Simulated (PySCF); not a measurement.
```yaml
atoms:
  - { symbol: N, position_ang: [1.4766, -0.3962, 0.2040] }
  - { symbol: B, position_ang: [0.3127, 0.1615, -0.2209] }
  - { symbol: P, position_ang: [-1.4663, -0.2089, 0.5046] }
  - { symbol: Cl, position_ang: [0.0547, 1.3027, -1.4717] }
  - { symbol: H, position_ang: [1.5519, -1.0687, 0.9548] }
  - { symbol: H, position_ang: [2.3819, -0.1864, -0.1966] }
  - { symbol: H, position_ang: [-2.0514, 1.0240, 0.7690] }
  - { symbol: H, position_ang: [-2.2510, -0.6184, -0.5678] }
```

Geometry: GFN2-xTB.

Computed with UKS B3LYP, pcH-1 on B Cl H N P, non-relativistic, mean-field spin-orbit, GIAO (PySCF).

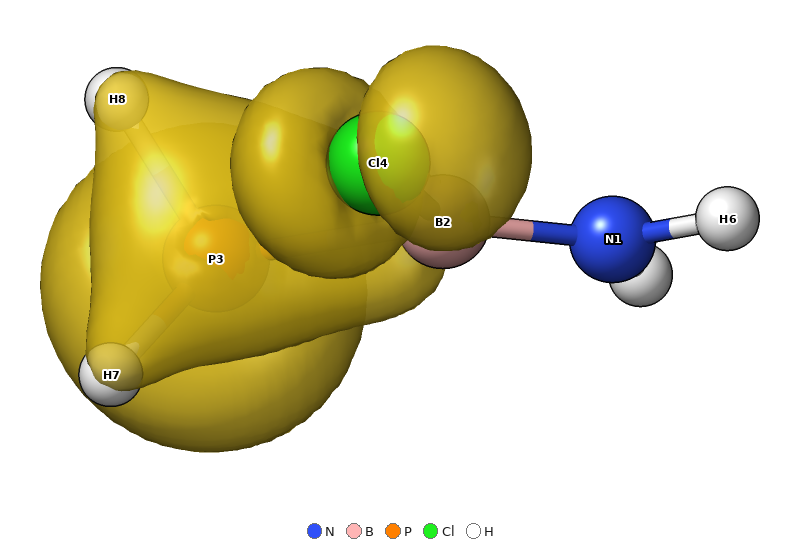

BClH$_{4}$NP (SMILES [NH2+]B(P)Cl) (charge +1, doublet). Isosurfaces of the spin density at +0.02 (yellow) and −0.02 e/Å³ (cyan), seen from one side.

**Describe the spin distribution.**

The unpaired spin (1 electron) lies mostly on P3 (about 0.7) and Cl4 (about 0.2), in electrons by Hirshfeld's partition. Only one sign reaches the isovalue.
